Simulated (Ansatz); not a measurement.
# Calculations on BSiH₅OF₂

## 1. Relaxation

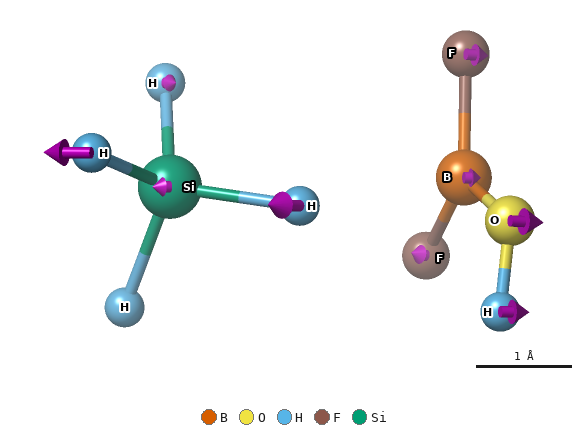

A relaxation of BSiH$_{5}$OF$_{2}$. The starting structure is drawn; purple arrows show the displacements, at their true length. The two geometries are superimposed by the best rigid fit.

The picture is a ball-and-stick view, seen from a free direction.

The run prepares an end point of a later path (reaction) calculation, from a guessed geometry.

Level of theory: Ansatz 0.2.0, RKS r2SCAN-D4/def2-SVP. Set-up: no spin polarisation; force threshold 0.03 eV/Å; at most 50 steps.

Question: Which element moves most?

Answer: Hydrogen: up to 0.56 Å, against 0.40 Å for oxygen.

Question: What happened in the run?

Answer: After 11 geometry steps the energy has fallen by 3.95 kcal/mol. Largest force component: 0.99 eV/Å at the start, 0.025 eV/Å at the end. The largest move after the best rigid fit is that of an H atom, 0.56 Å. By element the largest moves are H 0.56 Å, O 0.40 Å, F 0.27 Å, Si 0.20 Å, B 0.19 Å. Near-neighbour distances that change, for instance: B–O 1.376 → 1.345 Å, H–Si 1.472 → 1.494 Å, H–Si 1.496 → 1.491 Å. Among the angles between lasting bonds that change: H–Si–H 105.6° → 108.8°, H–Si–H 111.3° → 109.0°.

## 2. Relaxation

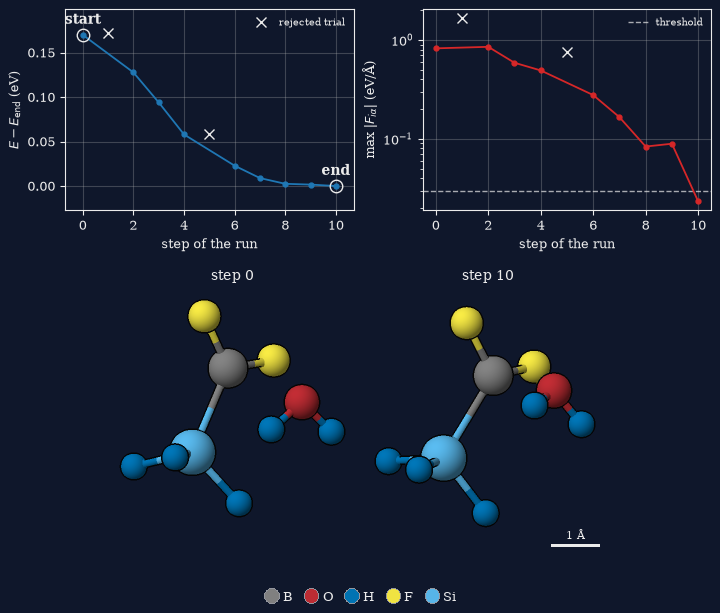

First and last geometry of a relaxation of BSiH$_{5}$OF$_{2}$, with the history of the run. A ball-and-stick model, seen at a tilt.

The run prepares an end point of a later path (reaction) calculation, from a guessed geometry.

All numbers below come from RKS r2SCAN-D4/def2-SVP in Ansatz. Set-up: no spin polarisation; force threshold 0.03 eV/Å; at most 50 steps.

What do the curves and the structures tell?

Answer. It converged. The energy falls by 0.170 eV in 8 accepted moves (10 points after the start). The largest force component goes from 0.82 to 0.023 eV/Å. The line search rejected the trial steps at points 1, 5 of the run. The largest move after the best rigid fit is that of an H atom, 0.54 Å. By element the largest moves are H 0.54 Å, B 0.40 Å, O 0.39 Å, F 0.34 Å, Si 0.15 Å. Some distances before and after: B–O 2.602 → 1.896 Å, B–Si 1.975 → 2.046 Å, B–F 1.327 → 1.347 Å, H–O 0.985 → 0.971 Å. Bond angles that change, for instance: F–B–Si 121.6° → 118.4°, F–B–Si 121.7° → 118.7°, H–O–H 103.5° → 105.9°.

```
step  E − E(0), eV  largest force component, eV/Å      note
   0        0.0000                         0.8232          
   1        0.0019                         1.6723  rejected
   2       -0.0422                         0.8532          
   3       -0.0759                         0.5886          
   4       -0.1120                         0.4925          
   5       -0.1113                         0.7574  rejected
   6       -0.1472                         0.2775          
   7       -0.1611                         0.1659          
   8       -0.1675                         0.0837          
   9       -0.1684                         0.0894          
  10       -0.1700                         0.0234
```

Limits of the set-up: the start holds two separate molecules, 2.2 Å apart at their closest, whose relative position is a soft coordinate.

## 3. Path

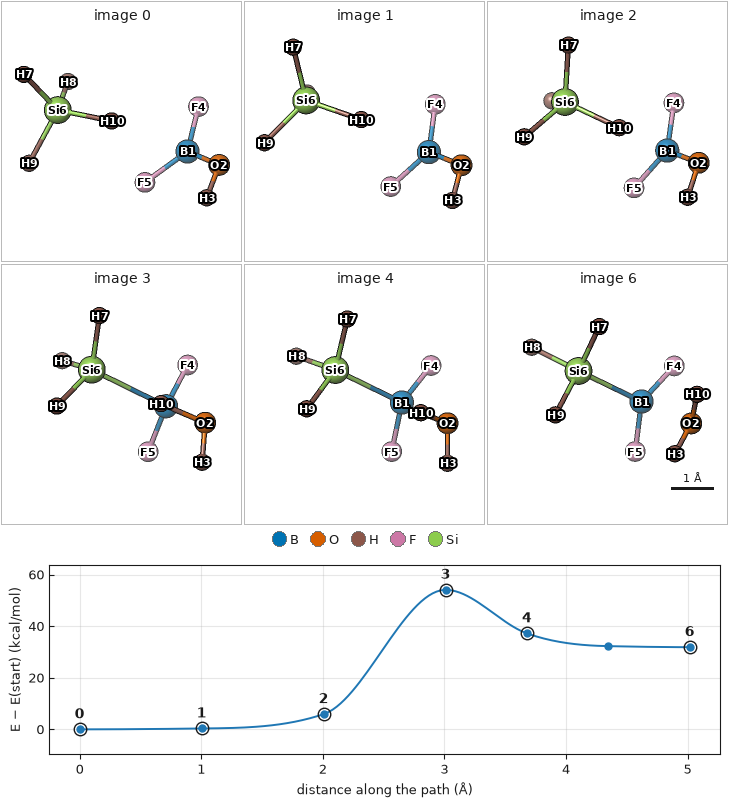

A search for the minimum-energy path of BSiH5OF2, made up at the start of BHOF₂ and SiH₄ by the nudged elastic band. Images are numbered from 0 (start) to 6 (end). A ball-and-stick model, seen from a free direction.

Level of theory: RKS r2SCAN-D4/def2-SVP (Ansatz 0.2.0). Settings: 5 movable images; climbing image; force threshold 0.05 eV/Å; iteration limit 60; starting path through a guess of the saddle point.

Read off the barrier and say what moves.

Answer. The highest point, image 3, lies 54.1 kcal/mol above the start and 22.2 kcal/mol above the end; the end is at +31.9 kcal/mol relative to the start. Breaking: B1–O2 (1.35 → 1.56 at the top → 1.90 Å), Si6–H10 (1.49 → 1.93 at the top → 3.06 Å). Forming: B1–Si6 (3.55 → 2.25 at the top → 2.05 Å), O2–H10 (2.96 → 1.21 at the top → 0.97 Å). The band converged in 28 iterations, with a climbing image at the top. At the top, the vibrational analysis gives one imaginary mode (1245i cm⁻¹), as a transition state must have.

Limits of the set-up: the start holds two separate molecules, 2.8 Å apart at their closest, whose relative position is a soft coordinate.
